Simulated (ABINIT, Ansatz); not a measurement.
## ZrZnF6 (Fm-3m): changed settings of a GW run in ABINIT

A base run on ZrZnF6 (Fm-3m), then changed inputs.

Calculated with ABINIT 10.8.3; PBEsol and many-body steps on it, plane waves.

## (1) Set-up

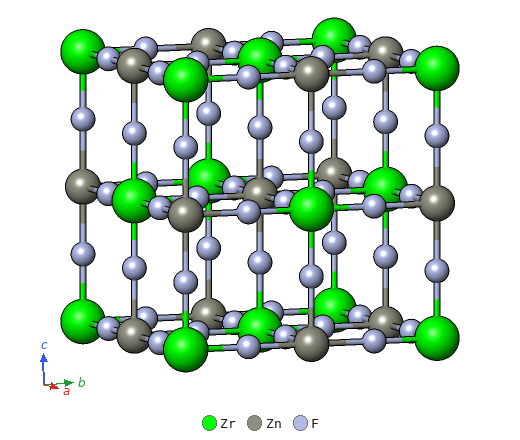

Start, viewed slightly off an axis; zirconium green, zinc grey, fluorine light blue. This picture shows the conventional cell, with its axes. Some periodic images of atoms are drawn too.

Structure file:

```cif
data_structure
_symmetry_space_group_name_H-M 'Fm-3m'
_symmetry_Int_Tables_number 225
_cell_length_a 8.0578
_cell_length_b 8.0578
_cell_length_c 8.0578
_cell_angle_alpha 90.000
_cell_angle_beta 90.000
_cell_angle_gamma 90.000
_cell_volume 523.18
loop_
_atom_site_label
_atom_site_type_symbol
_atom_site_symmetry_multiplicity
_atom_site_Wyckoff_symbol
_atom_site_fract_x
_atom_site_fract_y
_atom_site_fract_z
_atom_site_occupancy
Zr1 Zr 4 a 0.00000 0.00000 0.00000 1
Zn1 Zn 4 b 0.50000 0.00000 0.00000 1
F1 F 24 e 0.24986 0.00000 0.00000 1
```

The cell and positions are those that the Materials Project relaxed with its own functionals (PBE, PBE+U or r2SCAN), kept fixed.

## (2) Screening, 2×2×2 mesh, 123 bands, screening to 114.3 eV

This step: ABINIT 10.8.3; RPA screening on PBEsol, plane waves, norm-conserving pseudopotentials.

The RPA dielectric matrix is built and inverted for each q.

run.abi reads:

```
acell 3*1.0 Angstrom
rprim 
  -0.000000000000 4.028896100000 4.028896100000
  4.028896100000 -0.000000000000 4.028896100000
  4.028896100000 4.028896100000 -0.000000000000
ntypat 3
znucl 40 30 9
natom 8
typat 1 2 3 3 3 3 3 3
xred 
  0.000000000000 0.000000000000 0.000000000000
  0.500000000000 0.500000000000 0.500000000000
  0.750139860000 0.249860140000 0.249860140000
  0.249860140000 0.750139860000 0.750139860000
  0.249860140000 0.750139860000 0.249860140000
  0.750139860000 0.249860140000 0.750139860000
  0.249860140000 0.249860140000 0.750139860000
  0.750139860000 0.750139860000 0.249860140000
pp_dirpath "pseudos"
pseudos "Zr.upf, Zn.upf, F.upf"
ecut 38
ngkpt 2 2 2
nshiftk 1
shiftk 0 0 0
kptopt 1
chksymbreak 0
istwfk *1
occopt 1
irdwfk 1
optdriver 3
nband 123
ecuteps 4.2
inclvkb 2
awtr 1
symchi 1
indata_prefix "in"
outdata_prefix "out"
tmpdata_prefix "tmp"
```

The run is started by

```
$ OMP_NUM_THREADS=1 mpirun -n 4 abinit run.abi > log
```

The log of the run:

```text
.Version 10.8.3 of ABINIT. v10.8.2 released Aug 2026.

 Symmetries : space group Fm -3 m (#225); Bravais cF (face-center cubic)
[... echo of the input left out ...]
== DATASET  1 ==================================================================
-   mpi_nproc: 4, omp_nthreads: 1 (-1 if OMP is not activated)

--- !DatasetInfo
iteration_state: {dtset: 1, }
dimensions: {natom: 8, nkpt: 3, mband: 123, nsppol: 1, nspinor: 1, nspden: 1, mpw: 9922, }
cutoff_energies: {ecut:  38.0, pawecutdg:  -1.0, }
electrons: {nelect:   7.40000000E+01, charge:   0.00000000E+00, occopt:   1.00000000E+00, tsmear:   1.00000000E-02, }

 SCREENING: Calculation of the susceptibility and dielectric matrices

 Based on a program developped by R.W. Godby, V. Olevano, G. Onida, and L. Reining.
 Incorporated in ABINIT by V. Olevano, G.-M. Rignanese, and M. Torrent.
.Using double precision arithmetic ; gwpc =  8

[... cell and pseudopotentials left out ...]
--------------------------------------------------------------------------------

 ==== K-mesh for the wavefunctions ====
 Number of points in the irreducible wedge :     3
[... list of points left out ...]
 Together with 48 symmetry operations and time-reversal symmetry
 yields     8 points in the full Brillouin Zone.

 ==== Q-mesh for the screening function ====
 Number of points in the irreducible wedge :     3
[... list of points left out ...]
 Together with 48 symmetry operations and time-reversal symmetry
 yields     8 points in the full Brillouin Zone.

 setmesh: FFT mesh size selected  =    40x   40x   40
          total number of points  =        64000

 vcoul_init : cutoff-mode = AUXILIARY_FUNCTION
 q-points for optical limit:   1
     1)      0.000010    0.000020    0.000030

- screening: taking advantage of time-reversal symmetry
- Maximum band index for partially occupied states nbvw = 37
- Remaining bands to be divided among processors   nbcw = 86
- Number of bands treated by each node ~21

 Number of electrons calculated from density =   74.0000; Expected =   74.0000
 average of density, n =  0.083839
 r_s =    1.4174
 omega_plasma =   27.9305 [eV]

 calculating chi0 at frequencies [eV] :
  1    0.000000E+00    0.000000E+00
  2    0.000000E+00    2.793052E+01

--------------------------------------------------------------------------------
  q-point number  1        q = ( 0.000000, 0.000000, 0.000000) [r.l.u.]
--------------------------------------------------------------------------------
[... chi0 elements left out ...]
 For q-point:  0.000010 0.000020 0.000030
  dielectric constant =   2.1577
  dielectric constant without local fields =   2.3176

  Average fulfillment of the sum rule on Im[epsilon] for q-point    1 :     33.82  [%]
[... wings left out ...]
  q-point number  2        q = ( 0.500000, 0.000000, 0.000000) [r.l.u.]
--------------------------------------------------------------------------------
[... chi0 elements left out ...]
  Average fulfillment of the sum rule on Im[epsilon] for q-point    2 :     38.88  [%]

 [... 1 further q-points ...]
```

Elapsed: 33 s, on 4 MPI ranks of Arm Neoverse V2, shared host; peak memory 1.6 GiB; 2.2 min of CPU time.

This step gave:

- ε∞ with local fields, on this mesh, along the program's q direction: 2.158
- the same without local fields: 2.318
- plasma frequency: 27.93 eV
- plane waves in the screening matrix: 339

Local fields lower ε∞ by 7 %. On a Γ-centred mesh this coarse the value itself is usually too large, while a short band sum pulls it down.

## (3) Base

The self-energy is evaluated for the states that the input lists, and the levels follow from it, in one-shot runs by the linearised quasiparticle equation.

This step: G0W0 on PBEsol, plane waves, norm-conserving pseudopotentials.

run.abi, as its differences from that of step 2:

```diff
@@ -29,8 +29,17 @@
 irdwfk 1
-optdriver 3
+optdriver 4
 nband 123
+gwcalctyp 0
+ecutsigx 38
+symsigma 1
+nkptgw 2
+kptgw 
+  0.5000000000 0.0000000000 0.0000000000
+  0.0000000000 0.0000000000 0.0000000000
+bdgw 
+  36 40
+  35 40
 ecuteps 4.2
-inclvkb 2
-awtr 1
-symchi 1
+irdscr 1
+ppmodel 1
 indata_prefix "in"
```

The log of the run:

```text
.Version 10.8.3 of ABINIT. v10.8.2 released Aug 2026.

 Symmetries : space group Fm -3 m (#225); Bravais cF (face-center cubic)
[... echo of the input left out ...]
== DATASET  1 ==================================================================
-   mpi_nproc: 4, omp_nthreads: 1 (-1 if OMP is not activated)

--- !DatasetInfo
iteration_state: {dtset: 1, }
dimensions: {natom: 8, nkpt: 3, mband: 123, nsppol: 1, nspinor: 1, nspden: 1, mpw: 9922, }
cutoff_energies: {ecut:  38.0, pawecutdg:  -1.0, }
electrons: {nelect:   7.40000000E+01, charge:   0.00000000E+00, occopt:   1.00000000E+00, tsmear:   1.00000000E-02, }

 SIGMA: Calculation of the GW corrections

 Based on a program developped by R.W. Godby, V. Olevano, G. Onida, and L. Reining.
 Incorporated in ABINIT by V. Olevano, G.-M. Rignanese, and M. Torrent.
.Using double precision arithmetic ; gwpc =  8

[... cell and pseudopotentials left out ...]
--------------------------------------------------------------------------------

 ==== K-mesh for the wavefunctions ====
 Number of points in the irreducible wedge :     3
[... list of points left out ...]
 Together with 48 symmetry operations and time-reversal symmetry
 yields     8 points in the full Brillouin Zone.

 ==== Q-mesh for screening function ====
 Number of points in the irreducible wedge :     3
[... list of points left out ...]
 Together with 48 symmetry operations and time-reversal symmetry
 yields     8 points in the full Brillouin Zone.

 vcoul_init : cutoff-mode = AUXILIARY_FUNCTION
 q-points for optical limit:   1
     1)      0.000010    0.000020    0.000030
 setmesh: FFT mesh size selected  =    60x   60x   60
          total number of points  =       216000

 Number of electrons calculated from density =   74.0000; Expected =   74.0000
 average of density, n =  0.083839
 r_s =    1.4174
 omega_plasma =   27.9305 [eV]

 === KS Band Gaps ===
  >>>> For spin  1
   Minimum direct gap =   6.3132 [eV], located at k-point      :   0.5000  0.0000  0.0000
   Fundamental gap    =   6.3132 [eV], Top of valence bands at :   0.5000  0.0000  0.0000
                                       Bottom of conduction at :   0.5000  0.0000  0.0000
 SIGMA fundamental parameters:
 PLASMON POLE MODEL  1
 number of plane-waves for SigmaX                 9841
 number of plane-waves for SigmaC and W            339
 number of plane-waves for wavefunctions          9841
 number of bands                                   123
 number of independent spin polarizations            1
 number of spinorial components                      1
 number of k-points in IBZ                           3
 number of q-points in IBZ                           3
 number of symmetry operations                      48
 number of k-points in BZ                            8
 number of q-points in BZ                            8
 number of frequencies for dSigma/dE                 9
 frequency step for dSigma/dE [eV]                0.25
 number of omega for Sigma on real axis              0
 max omega for Sigma on real axis  [eV]           0.00
 zcut for avoiding poles [eV]                     0.10

 EPSILON^-1 parameters (SCR file):
 dimension of the eps^-1 matrix on file            339
 dimension of the eps^-1 matrix used               339
 number of plane-waves for wavefunctions          9841
 number of bands                                   123
 number of q-points in IBZ                           3
 number of frequencies                               2
 number of real frequencies                          1
 number of imag frequencies                          1

 matrix elements of self-energy operator (all in [eV])

 Perturbative Calculation

--- !SelfEnergy_ee
iteration_state: {dtset: 1, }
kpoint     : [   0.500,    0.000,    0.000, ]
spin       : 1
KS_gap     :    6.313
QP_gap     :   11.149
Delta_QP_KS:    4.836
data: !SigmaeeData |
     Band     E0 <VxcDFT>   SigX SigC(E0)      Z dSigC/dE  Sig(E)    E-E0       E
       36  -1.574 -28.751 -36.306   5.228   0.816  -0.225 -30.651  -1.900  -3.474
       37  -1.574 -28.751 -36.306   5.228   0.816  -0.225 -30.651  -1.900  -3.474
       38   4.739 -16.345  -9.898  -2.943   0.838  -0.194 -13.410   2.935   7.675
       39   4.840 -16.761 -10.298  -2.903   0.834  -0.199 -13.793   2.969   7.809
       40   4.840 -16.761 -10.298  -2.903   0.834  -0.199 -13.793   2.969   7.809

--- !SelfEnergy_ee
iteration_state: {dtset: 1, }
kpoint     : [   0.000,    0.000,    0.000, ]
spin       : 1
KS_gap     :    6.958
QP_gap     :   11.480
Delta_QP_KS:    4.522
data: !SigmaeeData |
     Band     E0 <VxcDFT>   SigX SigC(E0)      Z dSigC/dE  Sig(E)    E-E0       E
       35  -2.188 -22.782 -30.159   5.403   0.798  -0.254 -24.356  -1.574  -3.762
       36  -2.188 -22.782 -30.159   5.403   0.798  -0.254 -24.356  -1.574  -3.762
       37  -2.188 -22.782 -30.159   5.403   0.798  -0.254 -24.356  -1.574  -3.762
       38   4.770 -16.623 -10.168  -2.926   0.835  -0.197 -13.676   2.948   7.718
       39   4.770 -16.623 -10.168  -2.926   0.835  -0.197 -13.676   2.948   7.718
       40   4.770 -16.623 -10.168  -2.926   0.835  -0.197 -13.676   2.948   7.718

== END DATASET(S) ==============================================================
================================================================================

 -outvars: echo values of variables after computation  --------
           etotal      0.0000000000E+00
            nband         123
             nkpt           3
          spgroup         225
 [... the other variables as echoed above ...]

 Calculation completed.
```

The job ended after 10 s (4 MPI ranks; peak memory 1.2 GiB; 41 s of CPU time).

This step gave:

```yaml
g0w0_gap_on_the_points_computed: 11.15 eV
starting_gap_on_the_mesh: 6.313 eV
k_of_the_valence_top: 0.5, 0, 0
k_of_the_conduction_bottom: 0.5, 0, 0
z_at_the_valence_top: 0.816
z_at_the_conduction_bottom: 0.838
least_direct_g0w0_gap_on_the_computed_points: 11.15 eV
```

The gap on the mesh goes from 6.31 eV to 11.15 eV, a correction of +4.84 eV.

## (4) Fewer bands in the self-energy

run.abi, as its differences from that of step 3:

```diff
@@ -30,3 +30,3 @@
 optdriver 4
-nband 123
+nband 57
 gwcalctyp 0
```

The log of the run:

```text
.Version 10.8.3 of ABINIT. v10.8.2 released Aug 2026.

 Symmetries : space group Fm -3 m (#225); Bravais cF (face-center cubic)
[... echo of the input left out ...]
== DATASET  1 ==================================================================
-   mpi_nproc: 4, omp_nthreads: 1 (-1 if OMP is not activated)

--- !DatasetInfo
iteration_state: {dtset: 1, }
dimensions: {natom: 8, nkpt: 3, mband: 57, nsppol: 1, nspinor: 1, nspden: 1, mpw: 9922, }
cutoff_energies: {ecut:  38.0, pawecutdg:  -1.0, }
electrons: {nelect:   7.40000000E+01, charge:   0.00000000E+00, occopt:   1.00000000E+00, tsmear:   1.00000000E-02, }

 SIGMA: Calculation of the GW corrections

 Based on a program developped by R.W. Godby, V. Olevano, G. Onida, and L. Reining.
 Incorporated in ABINIT by V. Olevano, G.-M. Rignanese, and M. Torrent.
.Using double precision arithmetic ; gwpc =  8

[... cell and pseudopotentials left out ...]
--------------------------------------------------------------------------------

 ==== K-mesh for the wavefunctions ====
 Number of points in the irreducible wedge :     3
[... list of points left out ...]
 Together with 48 symmetry operations and time-reversal symmetry
 yields     8 points in the full Brillouin Zone.

 ==== Q-mesh for screening function ====
 Number of points in the irreducible wedge :     3
[... list of points left out ...]
 Together with 48 symmetry operations and time-reversal symmetry
 yields     8 points in the full Brillouin Zone.

 vcoul_init : cutoff-mode = AUXILIARY_FUNCTION
 q-points for optical limit:   1
     1)      0.000010    0.000020    0.000030
 setmesh: FFT mesh size selected  =    60x   60x   60
          total number of points  =       216000

 Number of electrons calculated from density =   74.0000; Expected =   74.0000
[...]
number of omega for Sigma on real axis              0
 max omega for Sigma on real axis  [eV]           0.00
 zcut for avoiding poles [eV]                     0.10

 EPSILON^-1 parameters (SCR file):
 dimension of the eps^-1 matrix on file            339
 dimension of the eps^-1 matrix used               339
 number of plane-waves for wavefunctions          9841
 number of bands                                   123
 number of q-points in IBZ                           3
 number of frequencies                               2
 number of real frequencies                          1
 number of imag frequencies                          1

 matrix elements of self-energy operator (all in [eV])

 Perturbative Calculation

--- !SelfEnergy_ee
iteration_state: {dtset: 1, }
kpoint     : [   0.500,    0.000,    0.000, ]
spin       : 1
KS_gap     :    6.313
QP_gap     :   11.602
Delta_QP_KS:    5.289
data: !SigmaeeData |
     Band     E0 <VxcDFT>   SigX SigC(E0)      Z dSigC/dE  Sig(E)    E-E0       E
       36  -1.574 -28.751 -36.306   5.526   0.819  -0.220 -30.414  -1.663  -3.237
       37  -1.574 -28.751 -36.306   5.526   0.819  -0.220 -30.414  -1.663  -3.237
       38   4.739 -16.345  -9.898  -2.170   0.848  -0.180 -12.720   3.626   8.365
[...]
--- !SelfEnergy_ee
iteration_state: {dtset: 1, }
kpoint     : [   0.000,    0.000,    0.000, ]
spin       : 1
KS_gap     :    6.958
QP_gap     :   11.853
Delta_QP_KS:    4.895
data: !SigmaeeData |
     Band     E0 <VxcDFT>   SigX SigC(E0)      Z dSigC/dE  Sig(E)    E-E0       E
[...]
39   4.770 -16.623 -10.168  -2.150   0.845  -0.183 -12.984   3.639   8.410
       40   4.770 -16.623 -10.168  -2.150   0.845  -0.183 -12.984   3.639   8.410

== END DATASET(S) ==============================================================
================================================================================

 -outvars: echo values of variables after computation  --------
           etotal      0.0000000000E+00
            nband          57
             nkpt           3
          spgroup         225
 [... the other variables as echoed above ...]

 Calculation completed.
```

Elapsed: 7.3 s, on 4 MPI ranks; peak memory 1.2 GiB; 29 s of CPU time.

Numbers from this step:

```
G0W0 gap on the points computed              : 11.60 eV
starting gap on the mesh                     : 6.313 eV
k of the valence top                         : 0.5, 0, 0
k of the conduction bottom                   : 0.5, 0, 0
Z at the valence top                         : 0.819
Z at the conduction bottom                   : 0.848
least direct G0W0 gap on the computed points : 11.60 eV
```

(Part 1 of 2 ends here.)

[Paths, hosts, dates, memory and timing lines, banners, echoed tables and standing remarks are left out of the program output.]

[Logs are printed without paths, hosts, clocks, repeated set-up lines and the standing remarks that a program may print on its own settings, such as how far it seeks lower states.]

[Runs of the session that timed out or met a known fault of the program may be left out.]

[Hosts, paths, dates, database ids (printed as entryN), source tags and the programs' standing remarks are cut or masked in the printed files.]

[G0W0 gaps are taken among the corrected bands and points alone; a level outside them can change the order at an edge.]

[Where Ansatz stands beside ABINIT at settings called matched, ABINIT's density can come from a denser mesh and the files from another edition; pairs whose starting gaps differed by over 0.03 eV were left out, so agreement reads better than it is.]
